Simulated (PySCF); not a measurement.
## A study: Cl3HOTi, SMILES `O[Ti](Cl)(Cl)Cl`

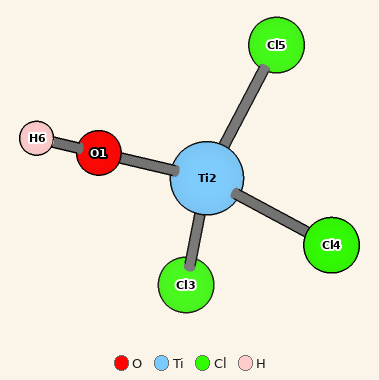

The molecule, with its atoms numbered as below. No frequency check shows the geometry to be a minimum.

Coordinates in Å:

```
O1      -0.0045   -0.0013   -2.0260
Ti2     -0.0004    0.0000   -0.3592
Cl3      0.7305    1.7882    0.5297
Cl4      1.1849   -1.5254    0.5302
Cl5     -1.9123   -0.2621    0.5339
H6      -0.0076   -0.0014   -2.9853
```

### 1. Bonding charge

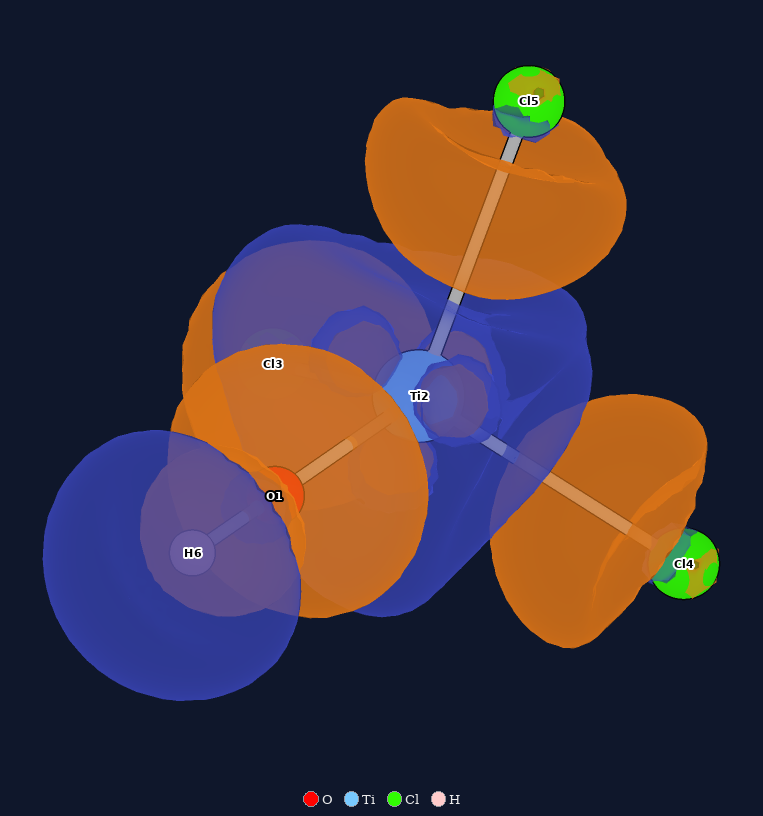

Deformation density (molecule less spherical, spin-averaged free atoms at the same positions), surfaces at ±0.04 e/Å³; orange: gain, blue: loss.

PySCF calculation, ωB97X/def2-TZVP, gas phase; geometry: GFN2-xTB. This is a single-reference result, which may miss multireference character in this system.

Question: Describe the bonding that the map shows.

Answer: O1–H6: +0.79 e/Å³ at the bond critical point (bond length 0.96 Å, Mayer order 0.8). Ti2–Cl5, Ti2–Cl3 and Ti2–Cl4: +0.17 e/Å³ at the bond critical point (bond length 2.13 Å, Mayer order 1.1). O1–Ti2: +0.07 e/Å³ at the bond critical point (bond length 1.67 Å, Mayer order 1.2); up to 0.6 Å beside the axis the gain reaches +0.31 e/Å³. In all, 1.4 electrons gather in the regions of gain relative to the promolecule. A small or negative value marks a very polar bond, one between electron-rich atoms, whose free-atom densities already overlap strongly, a long bond to a heavier atom, or a closed-shell contact such as a hydrogen bond.

Question: Where do the Hirshfeld charges lie?

Answer: The highest Hirshfeld charge is on Ti2 (+0.53 e), the lowest on O1 (−0.31 e).

### 2. Bond critical points

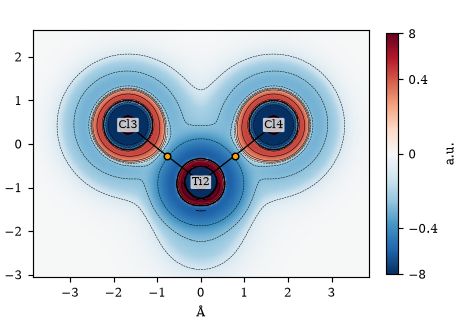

Negative Laplacian of the density (−∇²ρ) in the plane of Ti2, Cl3 and Cl4 (red positive, blue negative, colour scale in a.u., logarithmic beyond ±0.04), with bond paths and bond critical points (dots).

Question: Sort the bonds in the plane by the sign of ∇²ρ at their critical points.

Answer: At none is it concentrated. Depleted (∇²ρ > 0): Ti2–Cl3 and Ti2–Cl4 (+0.29 a.u., H = −0.040). A positive Laplacian with negative H is typical of metal–ligand bonds.

### 3. Electrostatic potential

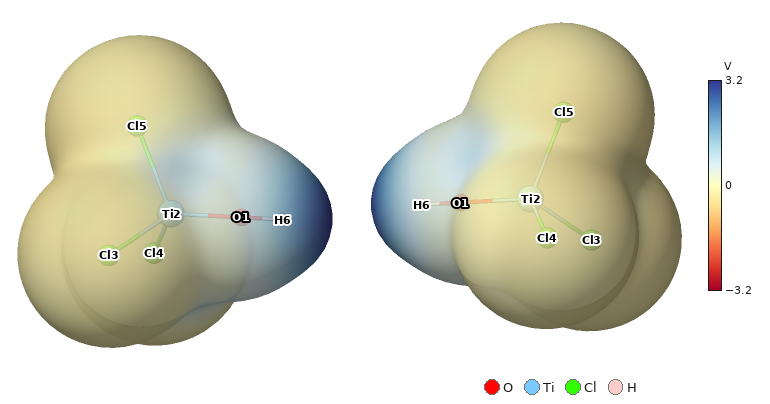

Electrostatic potential on the surface of electron density 0.001 a.u. (back view left, front view right).

Question: Where are the extremes of the potential on the surface?

Answer: Highest: 3.18 V, 1.1 Å from H6. Further maxima include 0.96 V, off the O1–Ti2 bond (2.2 Å from its atoms); −0.06 V, off the Ti2–Cl3 bond (2.4 to 2.5 Å from its atoms). Lowest: −0.44 V, 2.1 Å from Cl3, and at like points elsewhere. The surface is sampled at points, so like sites can differ by a few per cent and only the strongest of them is named.

### 4. In an electric field

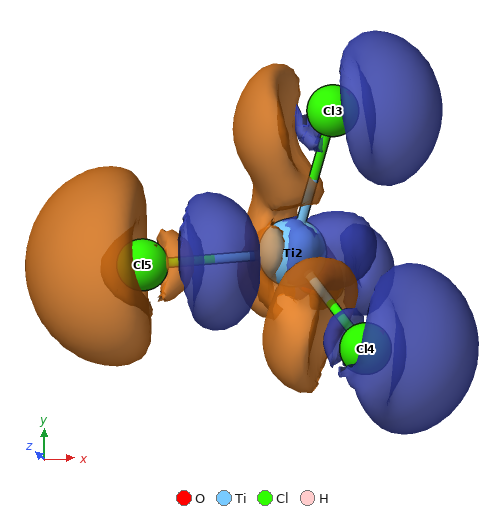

Change of the electron density in a uniform field of 0.21 V/Å, surfaces at ±0.0015 e/Å³ (orange: gain, blue: loss).

Computed with PySCF, ωB97X/def2-TZVP, geometry: GFN2-xTB. This is a single-reference result, which may miss multireference character in this system. A basis without diffuse functions makes polarisabilities too small.

Question: Along which Cartesian direction does the field point?

Answer: Along +x: electrons gather on the −x side, against the field.

Question: What dipole is induced, and what polarisability does it imply?

Answer: The induced dipole is 0.75 D (along the field); α along this axis, from the fields in both directions, is 74 bohr³ (11.0 Å³).

Question: Which atoms gain and lose the most charge?

Answer: Electrons gather most on Cl5 (Hirshfeld charge changes by −0.025 e) and leave Cl4 most (+0.016 e); 0.059 electrons are displaced in all.

### 5. Removing or adding an electron

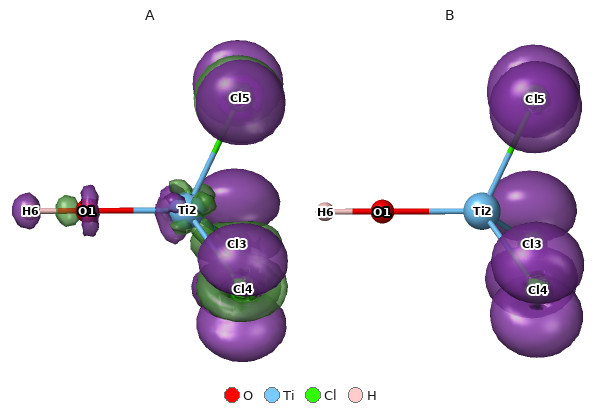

The Fukui function f⁻ from two separate SCF calculations and the density of the HOMO, at ±0.03 e/Å³ (purple positive, green negative).

Question: Which panel is which, and how good is the frozen-orbital picture?

Answer: A is f⁻ (it has negative regions), B the HOMO density. The HOMO lies on Cl3, Cl4 and Cl5 (32 % each) and Ti2 (5 %); f⁻ (Hirshfeld-condensed) is largest on Cl3, Cl4 and Cl5 (0.28 each); the vertical ionisation energy is 11.37 eV (the stability of the cation's solution wasn't checked). Relaxation shifts 10 % of the electron between atoms. The orbital energy is −11.34 eV.
